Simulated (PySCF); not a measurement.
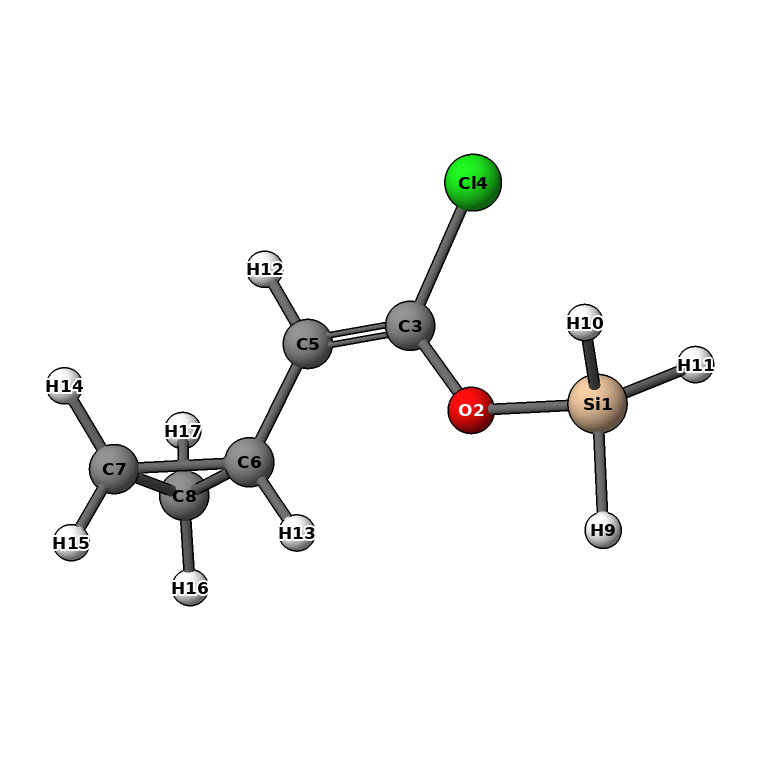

The questions are on ESP-fitted charges. The computed structure is the end point of a GFN2-xTB optimisation. No frequency run is at hand to confirm it as a minimum. Level of theory: PBE0/pcSseg-1, gas phase (PySCF 2.14.0).

Q: Which atom carries the highest charge (most positive or least negative)?

A: Si1 (0.60 e).

Q: And the lowest?

A: C5 (−0.55 e).

Give the ESP-fitted charges atom by atom.

```
atom  value (e)
 Si1       0.60
  O2      −0.29
  C3       0.21
 Cl4      −0.10
  C5      −0.55
  C6       0.25
  C7      −0.34
  C8      −0.33
  H9      −0.11
 H10      −0.11
 H11      −0.11
 H12       0.26
 H13       0.06
 H14       0.15
 H15       0.14
 H16       0.14
 H17       0.15
```

The geometry is semi-empirical. Around Si such bond lengths and angles can be off by a tenth of an ångström or more and by several degrees, and values that hang on the shape move with them.
